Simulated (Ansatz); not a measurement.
Consider Sc2SiF2.

The calculation's input:

```
crystal:
  lattice:
    - [5.4876592552, 0.0, 0.0]
    - [-2.7438296276, 4.7524523223, 0.0]
    - [0.0, 0.0, 3.9301796399]
  atoms:
    - { symbol: Sc, position: [0.3333333333, 0.6666666667, 0.0] }
    - { symbol: Sc, position: [0.6666666667, 0.3333333333, 0.0] }
    - { symbol: Si, position: [0.0, 0.0, 0.5] }
    - { symbol: F, position: [0.3333333333, 0.6666666667, 0.5] }
    - { symbol: F, position: [0.6666666667, 0.3333333333, 0.5] }
basis:
  ecutwfc: 420
kpoints:
  mp_grid: { grid: [12, 12, 10] }
hamiltonian:
  xc: pbe
scf:
  occupations: { method: gaussian, width: 0.1 }
output:
  forces: true
  stress: true
  eigenvalues: true
  write_density: true
  write_potential: true
  elf: true
  volumetric_format: npy
relax:
  adjacent_minimum: "off"
  f_tol: 0.01
  max_steps: 80
  cell: { stress_tol: 0.05 }
```

Run with:

```sh
ansatz run input.yaml --threads 1 --pin off --max-ram 2560MiB --backend cpu --events-out ev --progress --plain --runs-dir out
```

Below, planes, directions and counts refer to the conventional cell (a = 5.53 Å, b = 5.53 Å, c = 3.93 Å, α = 90.00°, β = 90.00°, γ = 120.00°).

The fields are those of the run's last geometry, not of the input's.

Space group P6/mmm; a structure generated by program, which may or may not match a known phase.

These are results of Ansatz, DFT PBE, scalar-relativistic, plane waves, PAW, not measurements.

> Predict the valence pseudo-density and electron localisation function between the atoms.

Sc–F (1.96 Å): the density is about 0.62 e/Å³ at the midpoint; the ELF peaks at about 0.80 in the valence shell of F, 0.6 Å from its nucleus, and drops to about 0.10 between the two atoms: no localised pair shows between them.
Si–F (3.19 Å): ρ at the midpoint is about 0.08 e/Å³, with its minimum of 0.07 e/Å³ about 1.8 Å from Si; the ELF peaks at about 0.85 in the valence shell of Si, 0.9 Å from its nucleus, and drops to about 0.05 between the two atoms (no localised pair shows between them).

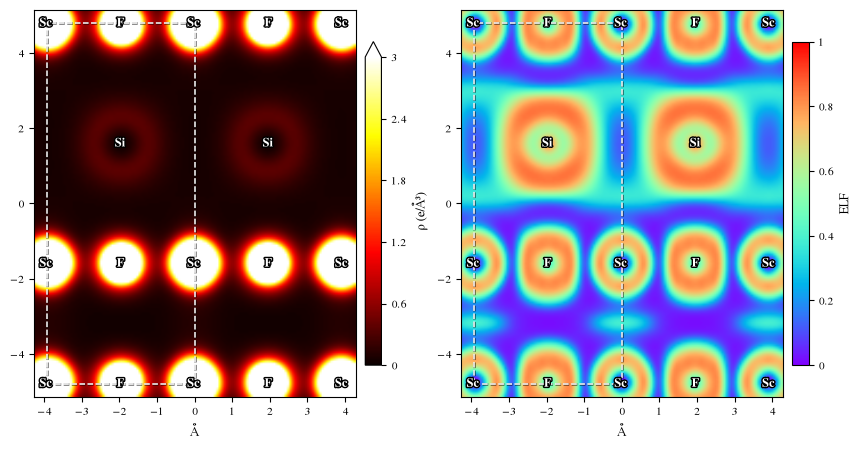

Computed valence pseudo-density and electron localisation function on the (110) plane of the conventional cell, in this order. 

In a PAW calculation such maps are meaningful between the atoms, not at the nuclei.
